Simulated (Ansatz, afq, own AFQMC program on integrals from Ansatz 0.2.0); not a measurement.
# CHSi (quartet): quantum Monte Carlo beside coupled cluster at distance Si1–C2 = 2.316 Å, cc-pVDZ

How near does AFQMC come to the top of the ladder for CHSi (quartet)?

Method: cc-pVDZ, frozen cores; program: Ansatz 0.2.0, Gaussian basis, and an in-house AFQMC program (afq) on its integrals; all values are calculated.

Plan: PBE (unrestricted); r2SCAN (unrestricted); PBE0 (unrestricted); B3LYP (unrestricted); wB97M-V (unrestricted); B2PLYP (unrestricted); CCSD(T) on UHF; CCSDT(Q) on UHF; Phaseless AFQMC, CISD trial on UHF; Phaseless AFQMC, single-determinant trial on UHF; Free-projection AFQMC, CISD trial on UHF; Phaseless AFQMC, CISD trial on UHF; Free-projection AFQMC, CISD trial on UHF; Free-projection AFQMC, CISD trial on UHF.

5 further runs of the same task are left out: 5 that didn't finish.

### Step 1. The geometry

The geometry derives from a PBE0/def2-TZVP stationary point (not a proven minimum). One bond is set to the value named and the two fragments are kept rigid.

3 atoms, charge 0, spin multiplicity 4.

Atoms are counted from 1 here; the program's logs count them from 0.

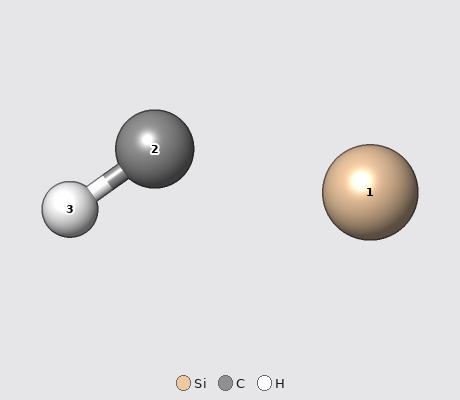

The geometry (silicon light orange, carbon grey, hydrogen white); atoms are numbered from 1 in the order of the file.

### Step 2. PBE (unrestricted)

in.yaml reads:

```yaml
crystal:
  periodic: [false, false, false]
  atoms:
    - {symbol: Si, position_ang: [0.000000, 0.043862, 0.750879]}
    - {symbol: C, position_ang: [0.000000, -0.151421, -1.556873]}
    - {symbol: H, position_ang: [0.000000, 0.582151, -2.370850]}
basis:
  gaussian: {orbitals: cc-pVDZ}
magnetization: {spin_polarized: true, initial_magnetization: 3}
hamiltonian: {xc: {name: PBE}}
output: {orbitals: {seedname: orbitals}}
```

On the command line:

```console
> ansatz run in.yaml --threads 1 --pin off --events-out ev --progress --plain --max-ram 1382MiB
```

Log:

```text
Functional definition: PBE
  name "PBE"
  cite "Perdew, Burke & Ernzerhof, Phys. Rev. Lett. 77, 3865 (1996) doi:10.1103/PhysRevLett.77.3865"
  parent pbe
  parameter kappa = 0.804
  parameter beta = 0.06672455060314922
  exchange = pbe_x(kappa = kappa, mu = beta*pi^2/3)
  correlation = pbe_c(beta = beta)
362 factors; integrals over basis functions are off by at most 1.0e-3 eV
mean field evaluation 1: about -8914.5099 eV, gradient 2.3e1 eV
mean field evaluation 2: about -8877.1094 eV, gradient 5.4e1 eV
mean field evaluation 4: about -8917.9920 eV, gradient 7.1e0 eV
mean field evaluation 8: about -8918.5096 eV, gradient 6.7e-2 eV
mean field evaluation 16: about -8918.5097 eV, gradient 5.2e-5 eV
mean field evaluation 32: about -8918.2710 eV, gradient 3.9e-1 eV
mean field -8918.50967330 eV, -327.7491853107 hartree, gradient 1.7e-6 eV, S^2 3.757108; 4 other end points of the search recorded, 0 dependent functions left out
reference -8918.50970031 eV, -327.7491863033 hartree; 12, 9 occupied and 25, 28 virtual orbitals, 362 factors
Total energy: -8918.50970031 eV, -327.7491863033 hartree
```

It took 2.7 s on 1 thread of Intel Xeon Platinum 8175M at 2.50GHz (Skylake/Cascade Lake), shared host.

From the report: ⟨S²⟩ of the determinant 3.757 (pure quartet: 3.75).

### Step 3. r2SCAN (unrestricted)

in.yaml: that of step 2 with these lines changed.

```diff
@@ -9,3 +9,2 @@
 magnetization: {spin_polarized: true, initial_magnetization: 3}
-hamiltonian: {xc: {name: PBE}}
-output: {orbitals: {seedname: orbitals}}
+hamiltonian: {xc: {name: r2SCAN}}
```

Same command.

Log (excerpt; [...] marks lines left out):

```text
Functional definition: r2SCAN
  name "r2SCAN"
  cite "Furness, Kaplan, Ning, Perdew & Sun, J. Phys. Chem. Lett. 11, 8208 (2020) doi:10.1021/acs.jpclett.0c02405"
  cite "Furness, Kaplan, Ning, Perdew & Sun, J. Phys. Chem. Lett. 11, 9248 (2020) doi:10.1021/acs.jpclett.0c03077"
  parent r2scan
[...]
362 factors; integrals over basis functions are off by at most 1.0e-3 eV
[...]
mean field -8922.57677638 eV, -327.8986485923 hartree, gradient 4.2e-6 eV, S^2 3.765838; 4 other end points of the search recorded, 0 dependent functions left out
reference -8922.57678502 eV, -327.8986489096 hartree; 12, 9 occupied and 25, 28 virtual orbitals, 362 factors
Total energy: -8922.57678502 eV, -327.8986489096 hartree
```

It took 6 s on 1 thread of Intel Xeon Platinum 8175M at 2.50GHz (Skylake/Cascade Lake), shared host.

From the report: ⟨S²⟩ of the determinant 3.766 (pure quartet: 3.75).

### Step 4. PBE0 (unrestricted)

in.yaml: that of step 3 with these lines changed.

```diff
@@ -9,2 +9,3 @@
 magnetization: {spin_polarized: true, initial_magnetization: 3}
-hamiltonian: {xc: {name: r2SCAN}}
+hamiltonian: {xc: {name: PBE0}}
+output: {orbitals: {seedname: orbitals}}
```

The command is unchanged.

Log (excerpt; [...] marks lines left out):

```text
Functional definition: PBE0
  name "PBE0"
  cite "Adamo & Barone, J. Chem. Phys. 110, 6158 (1999) doi:10.1063/1.478522"
  cite "Perdew, Burke & Ernzerhof, Phys. Rev. Lett. 77, 3865 (1996) doi:10.1103/PhysRevLett.77.3865"
  parent pbe
[...]
362 factors; integrals over basis functions are off by at most 1.0e-3 eV
[...]
mean field -8919.28312456 eV, -327.7776091203 hartree, gradient 7.6e-6 eV, S^2 3.759580; 1 other end points of the search recorded, 0 dependent functions left out
reference -8919.28314502 eV, -327.7776098723 hartree; 12, 9 occupied and 25, 28 virtual orbitals, 362 factors
Total energy: -8919.28314502 eV, -327.7776098723 hartree
```

Run time: 1.8 s. Hardware: 1 thread of Intel Xeon Platinum 8175M at 2.50GHz (Skylake/Cascade Lake), shared host.

From the report: ⟨S²⟩ of the determinant 3.760 (pure quartet: 3.75).

### Step 5. B3LYP (unrestricted)

in.yaml: that of step 4 with these lines changed.

```diff
@@ -9,3 +9,2 @@
 magnetization: {spin_polarized: true, initial_magnetization: 3}
-hamiltonian: {xc: {name: PBE0}}
-output: {orbitals: {seedname: orbitals}}
+hamiltonian: {xc: {name: B3LYP}}
```

The command is unchanged.

Log (excerpt; [...] marks lines left out):

```text
Functional definition: B3LYP
  name "B3LYP"
  cite "Stephens, Devlin, Chabalowski & Frisch, J. Phys. Chem. 98, 11623 (1994) doi:10.1021/j100096a001"
  cite "Becke, Phys. Rev. A 38, 3098 (1988) doi:10.1103/PhysRevA.38.3098"
  cite "Lee, Yang & Parr, Phys. Rev. B 37, 785 (1988) doi:10.1103/PhysRevB.37.785"
  cite "Vosko, Wilk & Nusair, Can. J. Phys. 58, 1200 (1980) doi:10.1139/p80-159"
[...]
362 factors; integrals over basis functions are off by at most 1.0e-3 eV
[...]
mean field -8924.51176859 eV, -327.9697582444 hartree, gradient 9.0e-6 eV, S^2 3.757137; 4 other end points of the search recorded, 0 dependent functions left out
reference -8924.51194437 eV, -327.9697647042 hartree; 12, 9 occupied and 25, 28 virtual orbitals, 362 factors
Total energy: -8924.51194437 eV, -327.9697647042 hartree
```

It took 3.3 s on 1 thread of Intel Xeon Platinum 8175M at 2.50GHz (Skylake/Cascade Lake), shared host.

From the report: ⟨S²⟩ of the determinant 3.757 (pure quartet: 3.75).

### Step 6. wB97M-V (unrestricted)

in.yaml: that of step 5 with these lines changed.

```diff
@@ -9,2 +9,3 @@
 magnetization: {spin_polarized: true, initial_magnetization: 3}
-hamiltonian: {xc: {name: B3LYP}}
+hamiltonian: {xc: {name: wB97M-V}}
+output: {orbitals: {seedname: orbitals}}
```

The command is unchanged.

Log (excerpt; [...] marks lines left out):

```text
Functional definition: wB97M-V
  name "wB97M-V"
  cite "Mardirossian & Head-Gordon, J. Chem. Phys. 144, 214110 (2016) doi:10.1063/1.4952647"
  cite "Becke, J. Chem. Phys. 107, 8554 (1997) doi:10.1063/1.475007"
  cite "Vydrov & Van Voorhis, J. Chem. Phys. 133, 244103 (2010) doi:10.1063/1.3521275"
  # Of w^i u^j: cxij and so on, Table III.
[...]
  gx(w, u) = 1 - cx + cx01*u + cx10*w
  gss(w, u) = css00 + css04*u^4 + css10*w + css20*w^2 + css43*w^4*u^3
  gos(w, u) = cos00 + cos10*w + (cos20 + cos21*u)*w^2 + (cos60 + cos61*u)*w^6
[...]
      + integral(e_c_pw_mod_opposite_spin*gos(b97_w_opposite, b97_u_opposite)) + vv10(b, c)
362 factors; integrals over basis functions are off by at most 1.0e-3 eV
122 factors; integrals over basis functions are off by at most 9.8e-6 eV
[...]
mean field -8922.80034870 eV, -327.9068647233 hartree, gradient 3.3e-6 eV, S^2 3.753714; 1 other end points of the search recorded, 0 dependent functions left out
reference -8922.80037678 eV, -327.9068657555 hartree; 12, 9 occupied and 25, 28 virtual orbitals, 362 factors
Total energy: -8922.80037678 eV, -327.9068657555 hartree
```

Wall time 7.5 s (1 thread of Intel Xeon Platinum 8175M at 2.50GHz (Skylake/Cascade Lake), shared host).

From the report: ⟨S²⟩ of the determinant 3.754 (pure quartet: 3.75).

### Step 7. B2PLYP (unrestricted)

in.yaml: that of step 6 with these lines changed.

```diff
@@ -9,3 +9,3 @@
 magnetization: {spin_polarized: true, initial_magnetization: 3}
-hamiltonian: {xc: {name: wB97M-V}}
-output: {orbitals: {seedname: orbitals}}
+hamiltonian: {xc: {name: B2PLYP}}
+correlation: {electrons: outside_noble_gas}
```

Same command.

Log (excerpt; [...] marks lines left out):

```text
Functional definition: B2PLYP
  name "B2PLYP"
  cite "Grimme, J. Chem. Phys. 124, 034108 (2006) doi:10.1063/1.2148954"
  cite "Becke, Phys. Rev. A 38, 3098 (1988) doi:10.1103/PhysRevA.38.3098"
  cite "Lee, Yang & Parr, Phys. Rev. B 37, 785 (1988) doi:10.1103/PhysRevB.37.785"
[...]
362 factors; integrals over basis functions are off by at most 1.0e-3 eV
[...]
mean field -8917.93520339 eV, -327.7280739310 hartree, gradient 8.6e-7 eV, S^2 3.763581; 2 other end points of the search recorded, 0 dependent functions left out
6 core orbitals not correlated: weight in the atoms' cores, before any rotation towards them, 1.000 or more for the frozen orbitals, at most 0.000 for the correlated occupied ones
reference -8917.93531613 eV, -327.7280780741 hartree; 6, 3 occupied and 25, 28 virtual orbitals, 362 factors
second order -5.20784932 eV of doubles, -0.00000000 eV of singles
Total energy: -8919.34143545 eV, -327.7797520059 hartree
```

Wall time 2.4 s (1 thread of Intel Xeon Platinum 8175M at 2.50GHz (Skylake/Cascade Lake), shared host).

From the report: ⟨S²⟩ of the determinant 3.764 (pure quartet: 3.75).

### Step 8. CCSD(T) on UHF

in.yaml: that of step 7 with these lines changed.

```diff
@@ -9,3 +9,2 @@
 magnetization: {spin_polarized: true, initial_magnetization: 3}
-hamiltonian: {xc: {name: B2PLYP}}
-correlation: {electrons: outside_noble_gas}
+correlation: {method: ccsd_t, electrons: outside_noble_gas, hamiltonian_folder: ham}
```

Same command.

Log (excerpt; [...] marks lines left out):

```text
Functional definition: HF
  name "HF"
  cite "Fock, Z. Phys. 61, 126 (1930) doi:10.1007/BF01340294"
  parent pbe
[...]
362 factors; integrals over basis functions are off by at most 1.0e-3 eV
[...]
mean field -8903.29622890 eV, -327.1901015411 hartree, gradient 1.7e-6 eV, S^2 3.795829; 17 other end points of the search recorded, 0 dependent functions left out
determinant -8903.29622890 eV, -327.1901015411 hartree, with singles and doubles -8908.22928636 eV, -327.3713880592 hartree
determinant -8903.20712783 eV, -327.1868271372 hartree, with singles and doubles -8908.04525857 eV, -327.3646251626 hartree
determinant -8901.46458816 eV, -327.1227899856 hartree, with singles and doubles -8905.79774858 eV, -327.2820306936 hartree
determinant -8901.34679443 eV, -327.1184611458 hartree, with singles and doubles -8905.64381341 eV, -327.2763736805 hartree
[...]
determinant -8900.11494973 eV, -327.0731916879 hartree, with singles and doubles -8904.84063466 eV, -327.2468574059 hartree
determinant -8899.98911801 eV, -327.0685674575 hartree, with singles and doubles -8905.11137517 eV, -327.2568069361 hartree
determinant -8903.29622890 eV, -327.1901015411 hartree, with singles and doubles -8908.23052666 eV, -327.3714336393 hartree
determinant -8903.20712783 eV, -327.1868271372 hartree, with singles and doubles -8908.04850664 eV, -327.3647445270 hartree
6 core orbitals not correlated: weight in the atoms' cores, before any rotation towards them, 1.000 or more for the frozen orbitals, at most 0.000 for the correlated occupied ones
reference -8903.29622890 eV, -327.1901015411 hartree; 6, 3 occupied and 25, 28 virtual orbitals, 362 factors
second order -3.89098550 eV of doubles, -0.00000000 eV of singles
cycle   1  -4.93430123 eV  change   -3.5e-6 eV  update   4.4e-6
perturbative correction -0.17093327 eV, -0.0062816819 hartree
Total energy: -8908.40146340 eV, -327.3777154486 hartree
```

Run time: 9 s. Hardware: 1 thread of Intel Xeon Platinum 8175M at 2.50GHz (Skylake/Cascade Lake), shared host.

From the report: ⟨S²⟩ of the determinant 3.796 (pure quartet: 3.75); correlation -5.1052 eV; T1 0.040; largest double amplitude 0.07.

This run also writes the integrals to the folder ham.

### Step 9. CCSDT(Q) on UHF

in.yaml: that of step 8 with these lines changed.

```diff
@@ -9,2 +9,2 @@
 magnetization: {spin_polarized: true, initial_magnetization: 3}
-correlation: {method: ccsd_t, electrons: outside_noble_gas, hamiltonian_folder: ham}
+correlation: {method: ccsdt_q, electrons: outside_noble_gas}
```

Launched as before.

Log (excerpt; [...] marks lines left out):

```text
Functional definition: HF
  name "HF"
  cite "Fock, Z. Phys. 61, 126 (1930) doi:10.1007/BF01340294"
  parent pbe
[...]
678 factors; integrals over basis functions are off by at most 1.3e-7 eV
[...]
mean field -8903.29625935 eV, -327.1901026602 hartree, gradient 1.8e-6 eV, S^2 3.795830; 17 other end points of the search recorded, 0 dependent functions left out
determinant -8903.29625935 eV, -327.1901026602 hartree, with singles and doubles -8908.22932136 eV, -327.3713893454 hartree
determinant -8903.20716063 eV, -327.1868283427 hartree, with singles and doubles -8908.04529602 eV, -327.3646265388 hartree
determinant -8901.46462234 eV, -327.1227912417 hartree, with singles and doubles -8905.79777359 eV, -327.2820316127 hartree
determinant -8901.34683095 eV, -327.1184624879 hartree, with singles and doubles -8905.64384499 eV, -327.2763748413 hartree
[...]
determinant -8899.98915239 eV, -327.0685687210 hartree, with singles and doubles -8905.11141444 eV, -327.2568083795 hartree
determinant -8903.29625935 eV, -327.1901026602 hartree, with singles and doubles -8908.23056136 eV, -327.3714349143 hartree
determinant -8903.20716063 eV, -327.1868283427 hartree, with singles and doubles -8908.04854413 eV, -327.3647459047 hartree
6 core orbitals not correlated: weight in the atoms' cores, before any rotation towards them, 1.000 or more for the frozen orbitals, at most 0.000 for the correlated occupied ones
reference -8903.29625935 eV, -327.1901026602 hartree; 6, 3 occupied and 25, 28 virtual orbitals, 678 factors
second order -3.89100129 eV of doubles, -0.00000000 eV of singles
cycle   1  -4.54801143 eV  change   -6.6e-1 eV  update   9.0e-2
[...]
cycle  23  -5.16029929 eV  change    7.1e-7 eV  update   8.1e-7
perturbative correction -0.01566670 eV, -0.0005757404 hartree
Total energy: -8908.47222533 eV, -327.3803159016 hartree
```

Wall time 21 s (1 thread of Intel Xeon Platinum 8175M at 2.50GHz (Skylake/Cascade Lake), shared host).

From the report: ⟨S²⟩ of the determinant 3.796 (pure quartet: 3.75); correlation -5.1760 eV; T1 0.047; largest double amplitude 0.09.

### Step 10. Phaseless AFQMC, CISD trial on UHF

It reads the integrals that the CCSD(T) run on this determinant wrote.

On the command line:

```console
> afq ham --method phaseless --trial cisd --walkers 60 --populations 1 --least-time 40 --time-step 0.005 --steps-per-block 50 --equilibration-blocks 28 --max-blocks 300 --target-error 0.00036 --factor-cut 1e-05 --start spin_pure --seed 9570 --release-times 0.24,0.51,0.99,1.62,2.4 --release-step 0.03 --release-every 4 --taylor-order 6
```

Log:

```text
orbitals 31  electrons 6 3  factors 217 of 362
reference energy -327.19010154 Eh
CCSD correlation -0.18133218 Eh in 16 cycles, weight of the determinant in the CISD state 0.8576
energy of the start -327.370131 Eh
 block  time / (1/Eh)  mean weight  energy / Eh
     1     0.250  0.9989  -327.368977
     2     0.500  0.9991  -327.369931
     3     0.750  1.0012  -327.373979
     4     1.000  0.9986  -327.374284
     5     1.250  1.0002  -327.374398
     6     1.500  1.0012  -327.378089
     7     1.750  1.0015  -327.377990
     8     2.000  1.0016  -327.377264
     9     2.250  1.0007  -327.380118
    10     2.500  0.9970  -327.378580
    17     4.250  0.9998  -327.376188
    25     6.250  0.9999  -327.390645
    33     8.250  0.9979  -327.383626
    41    10.250  1.0012  -327.377599
    49    12.250  0.9987  -327.388533
    57    14.250  1.0020  -327.378666
    65    16.250  0.9999  -327.374570
    73    18.250  1.0018  -327.382239
    81    20.250  1.0009  -327.377862
    89    22.250  0.9999  -327.380757
    97    24.250  1.0012  -327.373446
   105    26.250  1.0002  -327.379456
   113    28.250  0.9988  -327.375449
   121    30.250  1.0006  -327.377210
   129    32.250  1.0002  -327.376124
   137    34.250  1.0000  -327.375380
   145    36.250  0.9988  -327.383993
   153    38.250  1.0018  -327.380823
   161    40.250  1.0006  -327.378566
   169    42.250  0.9986  -327.379871
   177    44.250  0.9975  -327.384027
   185    46.250  1.0000  -327.385002
   193    48.250  1.0013  -327.377803
   201    50.250  1.0004  -327.384457
   209    52.250  0.9993  -327.377457
   217    54.250  0.9989  -327.380259
   225    56.250  1.0000  -327.376793
   233    58.250  1.0002  -327.374855
   241    60.250  1.0017  -327.374673
   249    62.250  0.9981  -327.376597
   257    64.250  0.9990  -327.380553
   265    66.250  0.9995  -327.383721
   273    68.250  0.9998  -327.375436
   281    70.250  0.9973  -327.377454
   289    72.250  0.9998  -327.380266
   297    74.250  0.9997  -327.388158
   305    76.250  0.9992  -327.385336
   313    78.250  1.0012  -327.374609
   321    80.250  1.0016  -327.382874
blocks merged  error / Eh  count
     1  0.000258  300
     2  0.000324  150
     4  0.000396  75
     8  0.000456  37
    16  0.000506  18
    32  0.000512  9
released: time / (1/Eh)  energy / Eh  error  mean overlap
  0.24  -327.379524  0.000478  0.9970
  0.51  -327.379286  0.000394  0.9942
  0.99  -327.379313  0.000533  1.0033
  1.62  -327.380311  0.000628  1.0001
  2.40  -327.380336  0.000889  1.0007
energy -327.379497 +/- 0.000506 Eh
```

Run time: 6.1 min. Hardware: 1 thread of Intel Xeon Platinum 8175M at 2.50GHz (Skylake/Cascade Lake), shared host.

Energy -8908.4499 ± 0.0138 eV. Caveats: constraint bias not in the error.

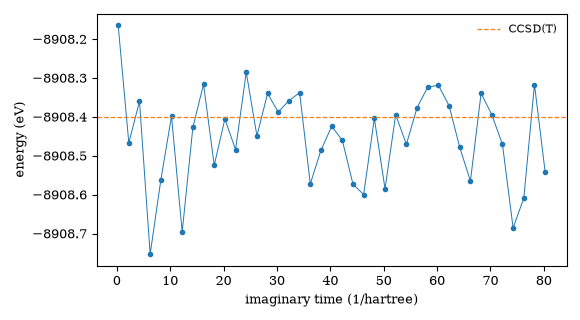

Block energies along the walk.

### Step 11. Phaseless AFQMC, single-determinant trial on UHF

It reads the integrals that the CCSD(T) run on this determinant wrote.

On the command line:

```console
> afq ham --method phaseless --trial hf --walkers 120 --populations 1 --least-time 40 --time-step 0.005 --steps-per-block 20 --equilibration-blocks 112 --max-blocks 600 --target-error 0.00108 --factor-cut 1e-05 --start spin_pure --seed 1935 --taylor-order 6
```

Log:

```text
orbitals 31  electrons 6 3  factors 217 of 362
reference energy -327.19010154 Eh
CCSD correlation -0.18133218 Eh in 16 cycles, weight of the determinant in the CISD state 0.8576
energy of the start -327.191001 Eh
 block  time / (1/Eh)  mean weight  energy / Eh
     1     0.100  1.0006  -327.221732
     2     0.200  1.0005  -327.243589
     3     0.300  1.0008  -327.262709
     4     0.400  1.0010  -327.278072
     5     0.500  1.0015  -327.290778
     6     0.600  1.0002  -327.301879
     7     0.700  0.9999  -327.317746
     8     0.800  0.9998  -327.320422
     9     0.900  1.0010  -327.330993
    10     1.000  0.9998  -327.332332
    18     1.800  0.9994  -327.362543
    35     3.500  0.9977  -327.346280
    52     5.200  0.9988  -327.398780
    69     6.900  1.0003  -327.364767
    86     8.600  1.0009  -327.377086
   103    10.300  1.0004  -327.349310
   120    12.000  0.9989  -327.370746
   137    13.700  1.0010  -327.359465
   154    15.400  0.9999  -327.349102
   171    17.100  0.9994  -327.355897
   188    18.800  1.0003  -327.381333
   205    20.500  1.0001  -327.366958
   222    22.200  1.0000  -327.372185
   239    23.900  0.9991  -327.394163
   256    25.600  0.9998  -327.381334
   273    27.300  1.0003  -327.367731
   290    29.000  1.0014  -327.394672
   307    30.700  1.0014  -327.399285
   324    32.400  0.9994  -327.370465
   341    34.100  1.0023  -327.375192
   358    35.800  0.9984  -327.415106
   375    37.500  1.0012  -327.374618
   392    39.200  1.0009  -327.431381
   409    40.900  1.0001  -327.379505
   426    42.600  1.0007  -327.360531
   443    44.300  0.9999  -327.364824
   460    46.000  0.9991  -327.352992
   477    47.700  0.9997  -327.377279
   494    49.400  1.0020  -327.395205
   511    51.100  0.9998  -327.373723
   528    52.800  0.9995  -327.378819
   545    54.500  0.9992  -327.384351
   562    56.200  0.9999  -327.371912
   579    57.900  1.0004  -327.368974
   596    59.600  1.0035  -327.368922
   613    61.300  0.9991  -327.369031
   630    63.000  0.9996  -327.375344
   647    64.700  0.9983  -327.356045
   664    66.400  0.9997  -327.384800
   681    68.100  1.0018  -327.371452
   698    69.800  1.0011  -327.374512
blocks merged  error / Eh  count
     1  0.000622  600
     2  0.000829  300
     4  0.001097  150
     8  0.001421  75
    16  0.001779  37
    32  0.002050  18
    64  0.002450  9
energy -327.374515 +/- 0.002050 Eh
```

It took 3.7 min on 1 thread of Intel Xeon Platinum 8175M at 2.50GHz (Skylake/Cascade Lake), shared host.

Energy -8908.3144 ± 0.0558 eV. Caveats: constraint bias not in the error; error above the target.

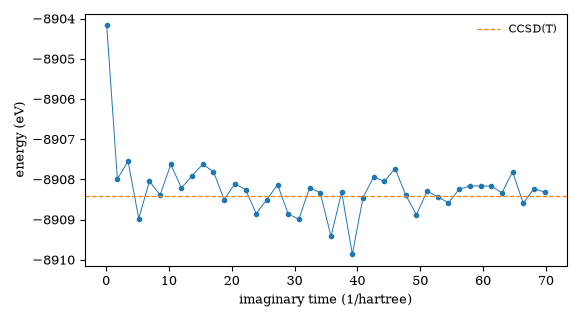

Block energies along the walk.

[end of part 1 of 2]
